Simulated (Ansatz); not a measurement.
## Lattice dynamics of SnTeS monolayer, Janus

Aim: the vibrations of SnTeS monolayer, Janus, their spectra, and whether the structure is stable.

Program: Ansatz 0.2.0. Level of theory: DFT PBE, scalar-relativistic, plane waves, PAW. Results are calculated unless marked as measured.

## 1. The starting structure

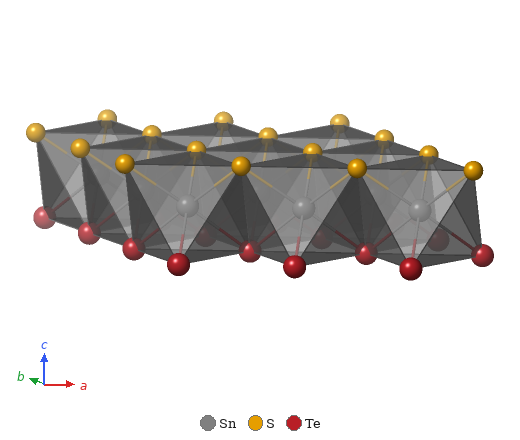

The starting structure, seen slightly off an axis (tin grey, sulfur orange, tellurium red). 2×2×1 cells are drawn. Some periodic images of atoms are drawn too.

The cell holds 3 atoms: 1 Sn, 1 S and 1 Te. Cell: a = 3.800 Å, b = 3.800 Å, c = 20.000 Å, α = 90.0°, β = 90.0°, γ = 120.0°. Vacuum lies along c.

## 2. Rough relaxation

A rough relaxation comes first, because large forces or stress need no tight tolerances yet.

The program solves this slab on a cell height of its own, 30.0 Å, in place of the one typed.

Input file input.yaml:

```yaml
crystal:
  lattice:
    - [3.8, 0.0, 0.0]
    - [-1.9, 3.2909, 0.0]
    - [0.0, 0.0, 20.0]
  atoms:
    - { symbol: Sn, position: [0.0, 0.0, 0.5] }
    - { symbol: S, position: [0.333333, 0.666667, 0.575] }
    - { symbol: Te, position: [0.666667, 0.333333, 0.42] }
  periodic: [true, true, false]
kpoints:
  mp_grid: { grid: [6, 6, 1] }
hamiltonian:
  xc: pbe
scf:
  occupations: { method: gaussian, width: 0.1 }
output:
  forces: true
  stress: true
  eigenvalues: true
relax:
  adjacent_minimum: "off"
  f_tol: 0.05
  max_steps: 80
  cell: { stress_2d_tol: 0.02 }
```

The run is started by

```bash
ansatz run input.yaml --threads 8 --pin off --max-ram 14336MiB --backend cpu --events-out ev --progress --plain --runs-dir out
```

Numbers of over 12 decimals in the logs are rounded to 6 here.

The log of the run:

```text
[...]
F+E_penalty+E_count = -13906.67601345 eV   max|allowed force component| = 1.327e-3 eV/Å   (the final SCF, on the basis selected at the relaxed cell)
  cell:  # Å, volume = 393.5922 Å³
    - [3.892219, 0, 0]
    - [-1.946110, 3.370761, 0]
    - [0, 0, 30.0]
  atoms:
    - { symbol: Sn, position: [4.305845205898361e-18, 0, 0.337588] }
    - { symbol: S, position: [0.333333, 0.666667, 0.384896] }
    - { symbol: Te, position: [0.666667, 0.333333, 0.274183] }
[key lines of the parts left out:]
SCF converged after 8 iterations
Free energy (F): -13906.676013 eV
Fermi energy:    -5.200854 eV
P = ½ c Tr σ = 0.0020 N/m
```

Run time: 7.1 s. Hardware: 8 threads of Arm Neoverse V2, shared host; peak memory 0.8 GiB.

Step by step:

```
step  energy less that of the first step (eV)  largest force component (eV/Å)  volume (Å³)
   1                                   0.0000                          2.7838       375.16
   2                                  -0.4343                          0.6626       381.20
   3                                  -0.4659                          0.2031       389.05
   4                                  -0.4693                          0.1076       395.62
   5                                  -0.4707                          0.0068       393.50
   6                                  -0.4707                          0.0015       393.59
  7*                                  -0.4716                          0.0013       393.59
```

Relaxation steps marked * repeat the geometry before them on a plane-wave basis chosen anew for their cell, so energy and pressure can jump there.

Forces are held to the 6 operations that the run works with; a distortion that breaks them can't arise in this run.

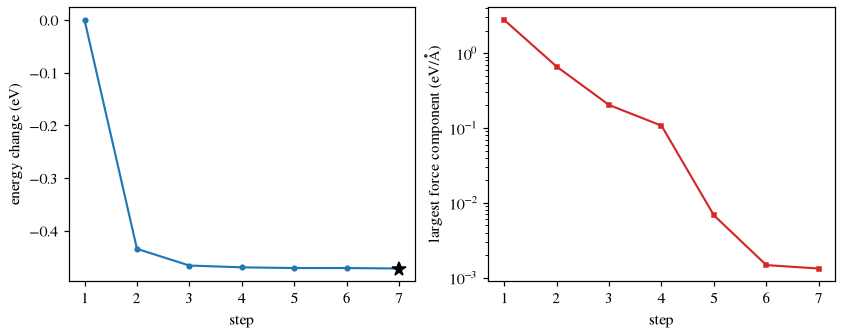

Energy and largest force along the relaxation. Stars mark steps on a basis chosen anew.

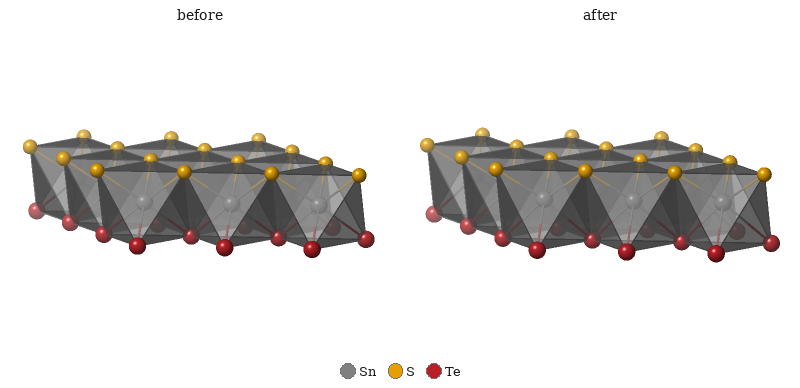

The structure before and after the relaxation, drawn at the same scale.

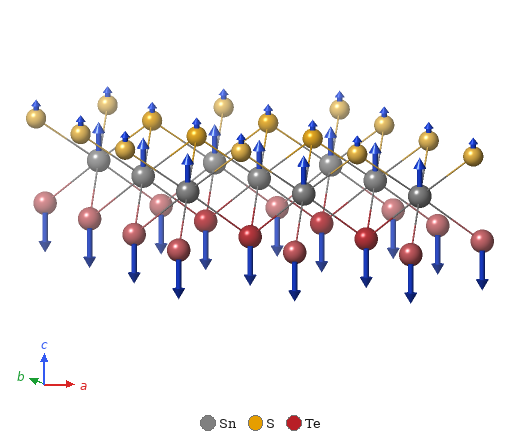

Displacements in the relaxation, exaggerated, measured against the changing cell; the longest in the cell stands for 0.17 Å. 2×2×1 cells are drawn. Some periodic images of atoms are drawn too.

```
cell as run  before  after  change
      a (Å)   3.800  3.892  +2.4 %
      b (Å)   3.800  3.892  +2.4 %
```

The atoms that moved most (Å, along periodic axes as changes of fractional coordinates times the final cell, across vacuum about the mean position):

```
atom     dx     dy      dz  length
 Te3  0.000  0.000  -0.175   0.175
 Sn1  0.000  0.000   0.128   0.128
  S2  0.000  0.000   0.047   0.047
```

Final coordinates:

```xyz
3
Lattice="3.8922 0.0000 0.0000 -1.9461 3.3708 0.0000 0.0000 0.0000 30.0000" Properties=species:S:1:pos:R:3
Sn    0.0000    0.0000   10.1276
S     0.0000    2.2472   11.5469
Te    1.9461    1.1236    8.2255
```

This step gave:

```yaml
gap_on_the_k_mesh: 0 eV
area_per_atom: 4.373 Å²
```

The relaxation ends with a largest force component of 0.0013 eV/Å.

## 3. Bringing the structure to rest

Harmonic phonons are second derivatives at a point where the forces vanish, and they are wanted at zero stress, so atoms and cell are relaxed first.

Input file input.yaml:

```yaml
crystal:
  lattice:
    - [3.8922192865, 0.0, 0.0]
    - [-1.9461096433, 3.3707607792, 0.0]
    - [0.0, 0.0, 30.0]
  atoms:
    - { symbol: Sn, position: [0.0, 0.0, 0.3375877634] }
    - { symbol: S, position: [0.3333333333, 0.6666666667, 0.3848957622] }
    - { symbol: Te, position: [0.6666666667, 0.3333333333, 0.2741831411] }
  periodic: [true, true, false]
kpoints:
  mp_grid: { grid: [12, 12, 1] }
hamiltonian:
  xc: pbe
scf:
  occupations: { method: gaussian, width: 0.1 }
output:
  forces: true
  stress: true
  eigenvalues: true
  write_density: true
  write_potential: true
  elf: true
  volumetric_format: npy
relax:
  adjacent_minimum: "off"
  f_tol: 0.005
  max_steps: 80
  cell: { stress_2d_tol: 0.02 }
```

The log of the run:

```text
[...]
Crystal: 3 atoms, lattice volume = 393.592 Å³
Basis set: ecut = 420 eV, 7805 PW (Γ), exchange–correlation on 54×54×432 points (8 copies of the dense FFT grid, shifted against one another)
Bands: 22, of which v1, the nominal top of the filled ones, is band 18 counted from 1 (17 counted from 0)
Symmetry: 6 space group operations
[...]
k-points: 19 of 144 (time reversal used)
[...]
SCF iter   1: F=—  HF=-13906.694020 eV  |F-HF|=—  |Δ(HF+E_count)|=         —  Δρ=2.38e-3  dr2=2.93e-1  ethr=1.77e-3  ⟨swp⟩=15.2  Hψ=3438  notcnv=0
[...]
SCF iter   7: F=-13906.671472 eV  HF=-13906.671472 eV  |F-HF|=7.03e-8  |Δ(HF+E_count)|=   7.66e-7  Δρ=3.48e-6  dr2=5.26e-8  ethr=2.78e-10  ⟨swp⟩=20.7  Hψ=4614  notcnv=0
SCF 1 converged in 7 iterations: F = -13906.671472 eV  dr2 = 5.26e-8
[...]
relax step   1: F+E_penalty+E_count = -13906.67147249 eV  Δ(F+E_penalty+E_count) = +0.000e0 eV  max|allowed force component| = 5.062e-2 eV/Å  Δτ_max = 0.0000 Å  P = +0.022 N/m  Ω = 393.592 Å³  fix = [c, alpha, beta]  reactions: c +0.000 N/m  (7 SCF iters, dr2 threshold 1.00e-7 eV, accepted)
Crystal: 3 atoms, lattice volume = 394.043 Å³
[...]
SCF iter   5: F=-13906.671635 eV  HF=-13906.671635 eV  |F-HF|=5.01e-8  |Δ(HF+E_count)|=   5.53e-8  Δρ=2.42e-6  dr2=3.21e-8  ethr=4.45e-10  ⟨swp⟩=18.4  Hψ=4452  notcnv=0
SCF 2 converged in 5 iterations: F = -13906.671635 eV  dr2 = 3.21e-8
relax step   2: F+E_penalty+E_count = -13906.67163511 eV  Δ(F+E_penalty+E_count) = -1.626e-4 eV  max|allowed force component| = 1.944e-2 eV/Å  Δτ_max = 0.0064 Å  P = +0.036 N/m  Ω = 394.043 Å³  energy of the carried Pulay correction = -1.993e-5 eV  fix = [c, alpha, beta]  reactions: c +0.000 N/m  (5 SCF iters, dr2 threshold 1.60e-7 eV, accepted)
Crystal: 3 atoms, lattice volume = 394.327 Å³
[...]
SCF iter   5: F=-13906.671646 eV  HF=-13906.671646 eV  |F-HF|=3.88e-9  |Δ(HF+E_count)|=   1.51e-8  Δρ=5.00e-7  dr2=2.28e-9  ethr=2.29e-11  ⟨swp⟩=8.9  Hψ=3023  notcnv=0
SCF 3 converged in 5 iterations: F = -13906.671646 eV  dr2 = 2.28e-9
relax step   3: F+E_penalty+E_count = -13906.67164593 eV  Δ(F+E_penalty+E_count) = -1.082e-5 eV  max|allowed force component| = 7.794e-3 eV/Å  Δτ_max = 0.0014 Å  P = +0.012 N/m  Ω = 394.327 Å³  energy of the carried Pulay correction = -3.247e-5 eV  fix = [c, alpha, beta]  reactions: c +0.000 N/m  (5 SCF iters, dr2 threshold 2.36e-8 eV, accepted)
[...]
relax step   4: F+E_penalty+E_count = -13906.67165036 eV  Δ(F+E_penalty+E_count) = -4.431e-6 eV  max|allowed force component| = 1.122e-3 eV/Å  Δτ_max = 0.0009 Å  P = +0.001 N/m  Ω = 394.325 Å³  energy of the carried Pulay correction = -3.236e-5 eV  fix = [c, alpha, beta]  reactions: c +0.000 N/m  (4 SCF iters, dr2 threshold 3.80e-9 eV, accepted)
[...]
SCF iter   6: F=-13906.671678 eV  HF=-13906.671678 eV  |F-HF|=3.57e-9  |Δ(HF+E_count)|=   1.45e-8  Δρ=2.07e-8  dr2=1.51e-12  ethr=1.00e-12  ⟨swp⟩=11.1  Hψ=3421  notcnv=0
SCF 5 converged in 6 iterations: F = -13906.671678 eV  dr2 = 1.51e-12
relax step   5: F+E_penalty+E_count = -13906.67167849 eV  Δ(F+E_penalty+E_count) = -2.813e-5 eV  max|allowed force component| = 1.135e-3 eV/Å  Δτ_max = 0.0000 Å  P = +0.001 N/m  Ω = 394.325 Å³  fix = [c, alpha, beta]  reactions: c +0.000 N/m  stress off target by 1.42e-3 N/m on what of the cell is left free  SCF on the basis re-selected at this cell (its energy is not comparable with the rows above)  (6 SCF iters)
[...]
SCF converged after 6 iterations
Free energy (F): -13906.671678 eV
[...]
Internal energy: -13906.666709 eV  (E = F + TS)
E sigma→0 (E₀):  -13906.669194 eV
Entropy (-TS):   -0.004969 eV (-1.656 meV/atom)
Fermi energy:    -5.218630 eV
[...]
--- Forces (eV/Å), atoms counted from 1 ---
  atom   1  Sn     0.00000000     0.00000000    -0.00089435
  atom   2  S      0.00000000     0.00000000    -0.00024023
  atom   3  Te     0.00000000     0.00000000     0.00113486
  max |Σ_I F_I| component: 2.74e-7 eV/Å
--- 2D stress c σ (N/m, compression-positive) ---
        0.001417       0.000000       0.000000
        0.000000       0.001417       0.000000
        0.000000       0.000000       0.000000
  P = ½ c Tr σ = 0.0014 N/m
--- Band table (eV; the first three rows and the last of 19) ---
  k-point 0: bands = [... 14 lower, -7.0882, -7.0882, -5.0014, -5.0014, -4.7648, -2.2938, -1.5762, -1.5762]
  k-point 1: bands = [... 14 lower, -7.1871, -7.1027, -5.6229, -5.0835, -4.4063, -2.0491 (-2.0491°), -1.5853, -1.4240]
  k-point 2: bands = [... 14 lower, -7.4365, -7.0578, -6.6045, -5.2845, -4.0995, -2.2278, -1.0778, -1.0021]
  k-point 18: bands = [... 14 lower, -9.1906, -9.0849, -6.9992, -6.5683, -4.5696, -1.3888, -0.7683, -0.2196]
  ° read free of the cell's end (the report's vacuum.weakly_bound_levels)
--- Relaxed structure (4 steps of the walk, 4 accepted, 1 SCFs on fresh bases) ---
[...]
cell:  # Å, volume = 394.3248 Å³
    - [3.895840, 2.8894438565675604e-11, 0]
    - [-1.947920, 3.373897, 0]
    - [0, 0, 30.0]
  atoms:
    - { symbol: Sn, position: [0, 0, 0.337460] }
    - { symbol: S, position: [0.333333, 0.666667, 0.384833] }
    - { symbol: Te, position: [0.666667, 0.333333, 0.274373] }
```

Run time: 13 s. Hardware: 8 threads; peak memory 0.97 GiB.

The steps of the relaxation:

```
step  energy less that of the first step (eV)  largest force component (eV/Å)  volume (Å³)
   1                                   0.0000                          0.0506       393.59
   2                                  -0.0002                          0.0194       394.04
   3                                  -0.0002                          0.0078       394.33
   4                                  -0.0002                          0.0011       394.32
  5*                                  -0.0002                          0.0011       394.32
```

Relaxation steps marked * repeat the geometry before them on a plane-wave basis chosen anew for their cell, so energy and pressure can jump there.

Forces are held to the 6 operations that the run works with; a distortion that breaks them can't arise in this run.

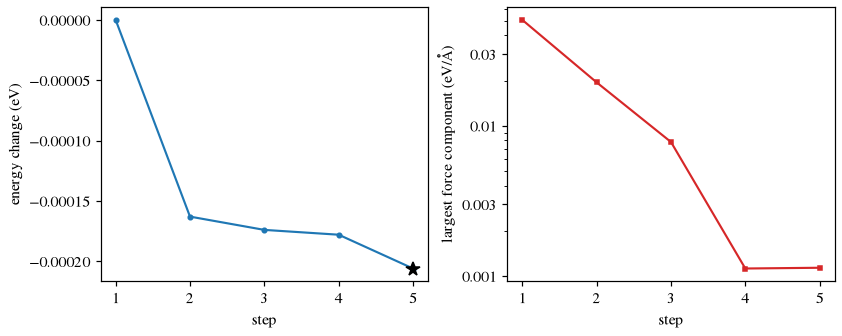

Energy and largest force along the relaxation. Stars mark steps on a basis chosen anew.

```
cell as run  before  after  change
      a (Å)   3.892  3.896  +0.1 %
      b (Å)   3.892  3.896  +0.1 %
```

Final coordinates:

```xyz
3
Lattice="3.8958 0.0000 0.0000 -1.9479 3.3739 0.0000 0.0000 0.0000 30.0000" Properties=species:S:1:pos:R:3
Sn    0.0000    0.0000   10.1238
S     0.0000    2.2493   11.5450
Te    1.9479    1.1246    8.2312
```

Numbers from this step:

```yaml
area_per_atom: 4.381 Å²
```

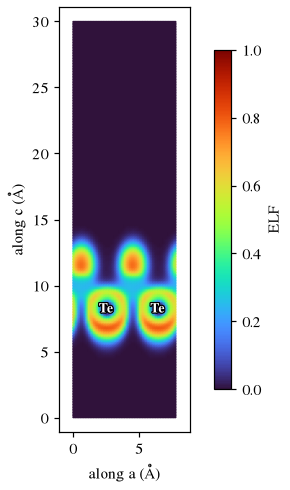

ELF in the ac plane at fractional y = 0.333, with atoms of Te within 0.2 Å of it. It is the smooth field of the valence electrons, not physical close to the nuclei.

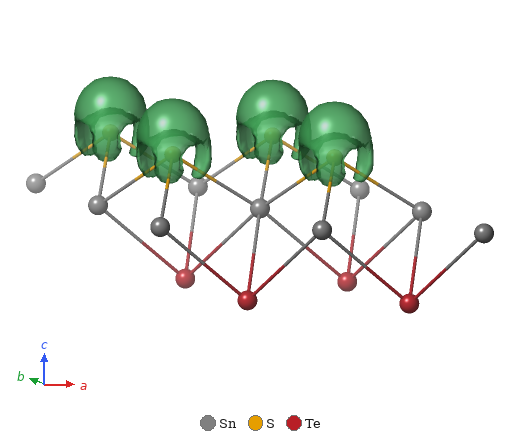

Surface of ELF = 0.85. 2×2×1 cells are drawn.

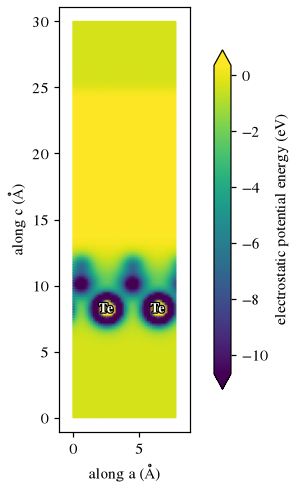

Electrostatic potential energy in the ac plane at fractional y = 0.333, with atoms of Te within 0.2 Å of it. With pseudopotentials it is smooth inside the atoms' cores, unlike the true potential.

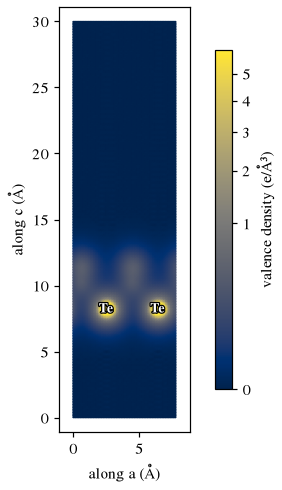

Valence density in the ac plane at fractional y = 0.333, with atoms of Te within 0.2 Å of it. It is the smooth field of the valence electrons, not physical close to the nuclei. The colour scale is stretched toward low values.

## 4. Relaxing to small forces for the phonons

Phonons need a cell at rest on their own settings, so the relaxation is repeated with tight tolerances on forces and stress on the k mesh and occupations of the first response run.

input.yaml, the sections that differ from step 3:

```yaml
crystal:
  lattice:
    - [3.895840116, 0.0, 0.0]
    - [-1.947920058, 3.3738965095, 0.0]
    - [0.0, 0.0, 30.0]
  atoms:
    - { symbol: Sn, position: [0.0, 0.0, 0.3374600521] }
    - { symbol: S, position: [0.3333333333, 0.6666666667, 0.3848334994] }
    - { symbol: Te, position: [0.6666666667, 0.3333333333, 0.2743731152] }
  periodic: [true, true, false]
scf:
  occupations: { method: methfessel_paxton, width: 0.15 }
relax:
  adjacent_minimum: "off"
  f_tol: 0.001
  max_steps: 60
  cell: { stress_2d_tol: 0.002 }
# kpoints, hamiltonian, output: as in step 3
```

The log of the run:

```text
[...]
Crystal: 3 atoms, lattice volume = 394.325 Å³
Basis set: ecut = 420 eV, 7805 PW (Γ), exchange–correlation on 54×54×432 points (8 copies of the dense FFT grid, shifted against one another)
Bands: 22, of which v1, the nominal top of the filled ones, is band 18 counted from 1 (17 counted from 0)
Symmetry: 6 space group operations
[...]
° read free of the cell's end (the report's vacuum.weakly_bound_levels)
--- Relaxed structure (4 steps of the walk, 4 accepted, 1 SCFs on fresh bases) ---
[...]
cell:  # Å, volume = 394.3460 Å³
    - [3.895944, 0.0, 0]
    - [-1.947972, 3.373987, 0]
    - [0, 0, 30.0]
  atoms:
    - { symbol: Sn, position: [0, 0, 0.337450] }
    - { symbol: S, position: [0.333333, 0.666667, 0.384825] }
    - { symbol: Te, position: [0.666667, 0.333333, 0.274392] }
[key lines of the parts left out:]
SCF converged after 10 iterations
Free energy (F): -13906.668510 eV
Fermi energy:    -5.216583 eV
P = ½ c Tr σ = 0.0001 N/m
```

Wall time 13 s (8 threads); peak memory 0.98 GiB.

Little changed from the start: no atom moved by 0.005 Å and no cell edge by 0.1 %.

This step gave:

| Item | Value |
| --- | --- |
| area per atom | 4.382 Å² |

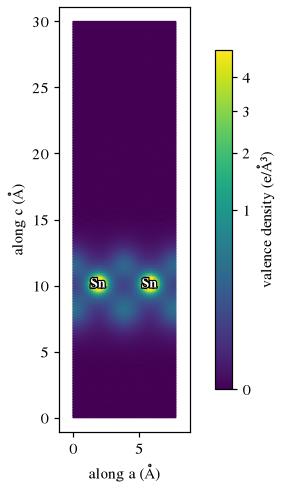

Valence density in the ac plane at fractional y = 0.000, with atoms of Sn within 0.2 Å of it. It is the smooth field of the valence electrons, not physical close to the nuclei. The map starts off the cell's origin, so that atoms lie inside it. The colour scale is stretched toward low values.

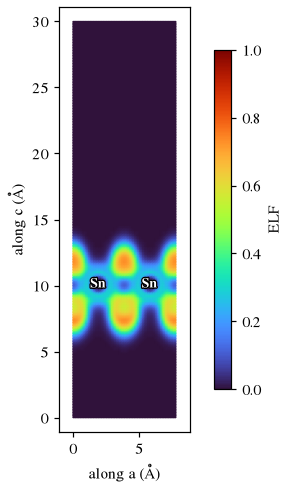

ELF in the ac plane at fractional y = 0.000, with atoms of Sn within 0.2 Å of it. It is the smooth field of the valence electrons, not physical close to the nuclei. The map starts off the cell's origin, so that atoms lie inside it.

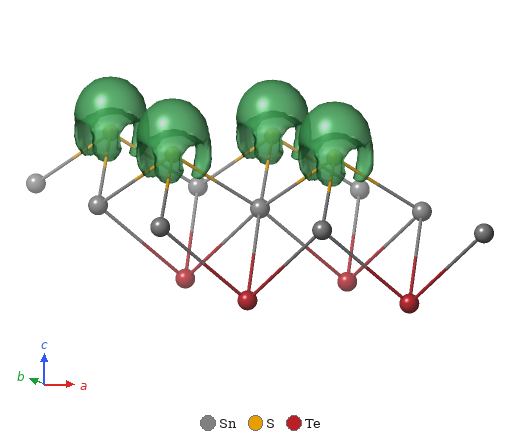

Surface of ELF = 0.85. 2×2×1 cells are drawn.

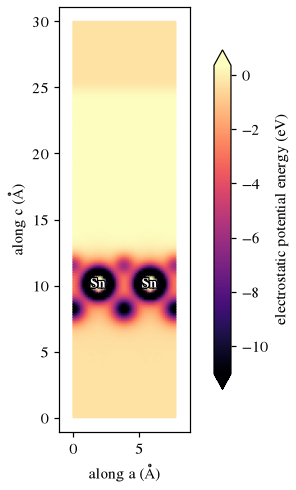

Electrostatic potential energy in the ac plane at fractional y = 0.000, with atoms of Sn within 0.2 Å of it. With pseudopotentials it is smooth inside the atoms' cores, unlike the true potential. The map starts off the cell's origin, so that atoms lie inside it.

The largest force component left is 0.099 meV/Å, within the tolerances set.

(Continued in part 2 of 2.)

[Logs are printed without paths, hosts, clocks, repeated set-up lines and the standing remarks that a program may print on its own settings, such as how far it seeks lower states.]

[Hosts, paths, dates, database ids (printed as entryN), source tags and the programs' standing remarks are cut or masked in the printed files.]
